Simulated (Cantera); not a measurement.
Charge: 1 mol Ta, 15 mol N2O, 2.1 mol H2, at 100000 Pa.

These are equilibrium values from Cantera (NASA tables, ideal gas, pure condensed phases), not measurements of a reactor. Candidate condensed phases: H2O, Ta, Ta2O5; 27 gas species. The numbers say what is thermodynamically allowed, not how fast it happens.

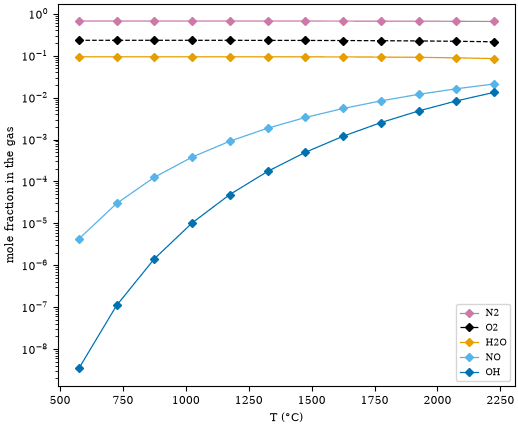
Figure. Equilibrium gas composition (values under 1e-9 drawn at 1e-9)

Problem. Read off the mole fractions at 1325 °C.

Solution. N2 about 0.67, O2 about 0.23, H2O about 0.094, NO about 0.0019, OH about 0.00017.
